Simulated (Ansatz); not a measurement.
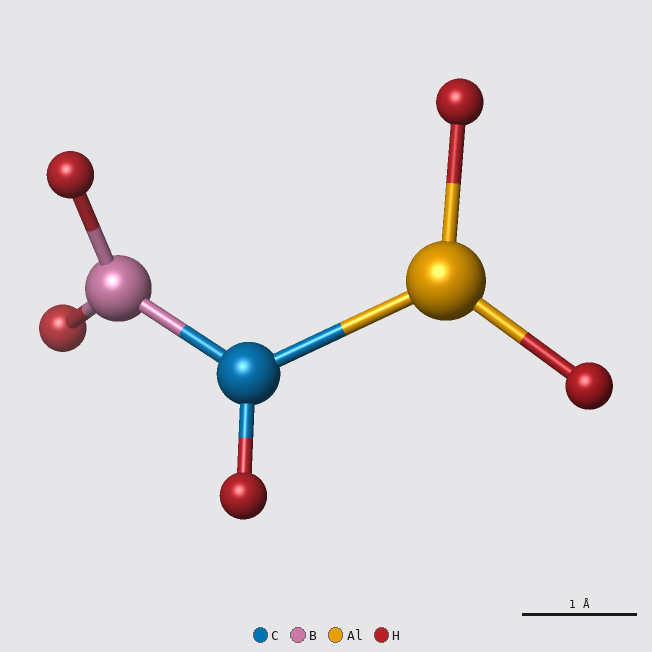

Rendered structure (ball-and-stick style).

State: neutral, doublet.

Count the atoms of each element.

Answer. CH5AlB, 8 atoms: 1 carbon, 5 hydrogen, 1 aluminium and 1 boron.

How many atoms are distinct by symmetry?

Answer. 8: 1 C, 1 B, 1 Al, 1 H, 1 H, 1 H, 1 H, 1 H.

What is the point group of this geometry?

Answer. C1.

More results for the same structure follow; atom numbers are the same in all pictures, views and colours differ. Computed geometry: PBE0-D4/def2-TZVP optimisation. No frequency run is at hand to confirm it as a minimum.

## Shape

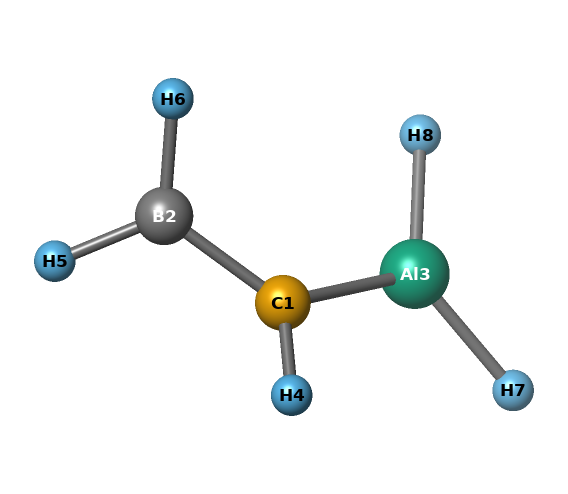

The atoms are numbered. No frequency run is at hand to confirm it as a minimum.

Which atoms are bonded, and how long are the bonds?

```csv
bond,length (Å)
C1–B2,1.492
C1–Al3,1.944
C1–H4,1.092
B2–H5,1.205
B2–H6,1.202
Al3–H7,1.585
Al3–H8,1.584
```

## Dipole moment

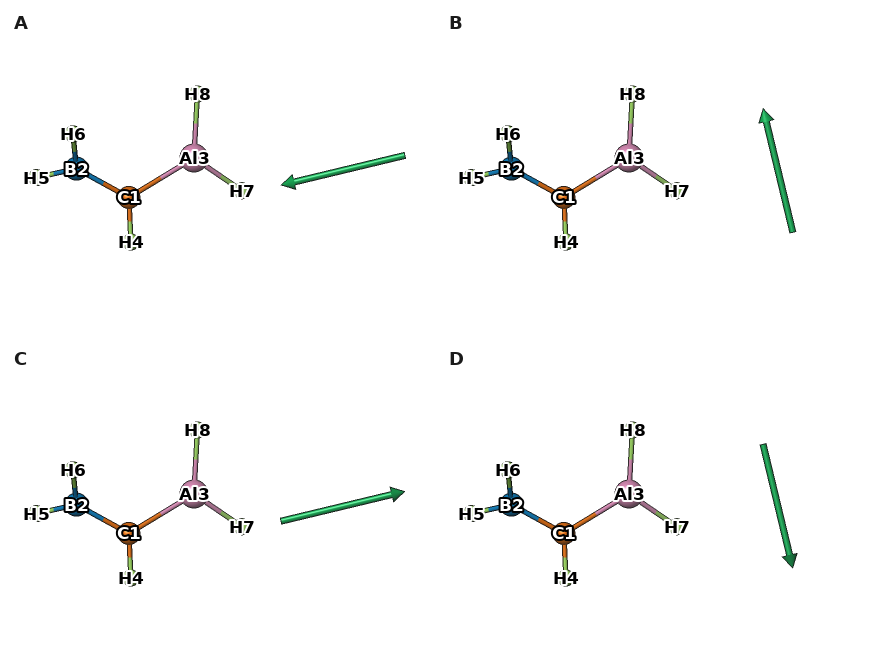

The same molecule four times, each with an arrow. No frequency run is at hand to confirm it as a minimum. Method: UKS PBE0-D4/def2-TZVP (Ansatz 0.2.0).

Which arrow points along the dipole moment, from the negative to the positive end?

Answer. D. The dipole moment is 0.79 D; it points from the side of H8 to the side of H4 (the outermost atoms at the two ends).

## Electronic properties

No frequency run is at hand to confirm it as a minimum. Method: UKS B3LYP-D4/def2-TZVPP (Ansatz 0.2.0).

Estimate the dispersion correction.

Answer. −18.4 kJ/mol.

Give the ⟨S²⟩ of the determinant at this level.

Answer. 0.754.

## Charges

The questions are on Mulliken charges. No frequency run is at hand to confirm it as a minimum. Properties computed with UKS PBE0-D4/def2-TZVP (Ansatz 0.2.0).

Which atom carries the highest charge (most positive or least negative)?

Answer. Al3 (0.35 e).

And the lowest?

Answer. C1 (−0.29 e).

List the Mulliken charges.

| atom | value (e) |
| --- | --- |
| C1 | −0.29 |
| B2 | −0.08 |
| Al3 | 0.35 |
| H4 | 0.16 |
| H5 | 0.03 |
| H6 | 0.03 |
| H7 | −0.10 |
| H8 | −0.09 |

Mulliken values depend strongly on the basis set and can even reverse the polarity of a bond.
